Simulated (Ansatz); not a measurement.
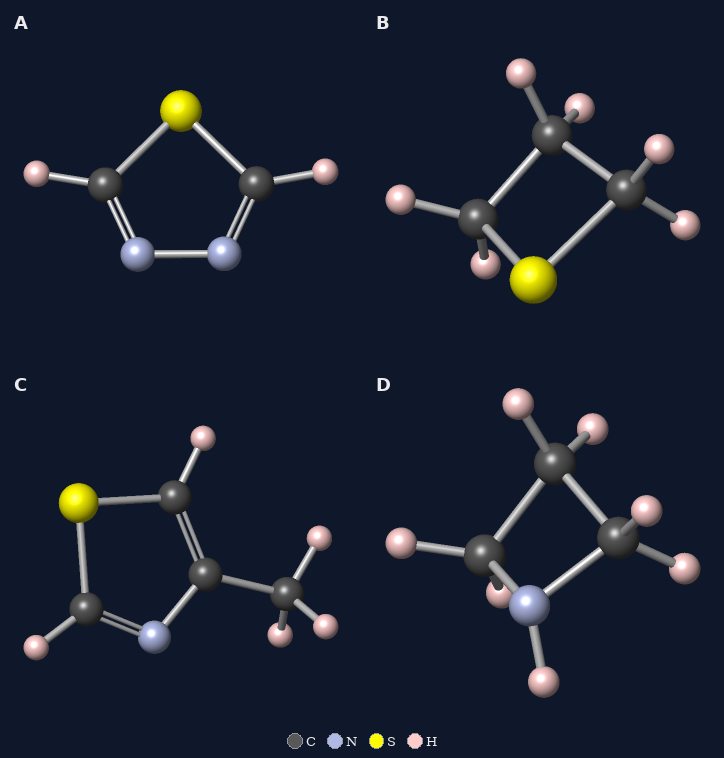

Simulated data, not a measurement (program: Ansatz).

Q: Match each picture to its SMILES.
(1) Cc1cscn1
(2) C1CNC1
(3) C1CSC1
(4) c1nncs1

A: A is (4), B is (3), C is (1), D is (2).
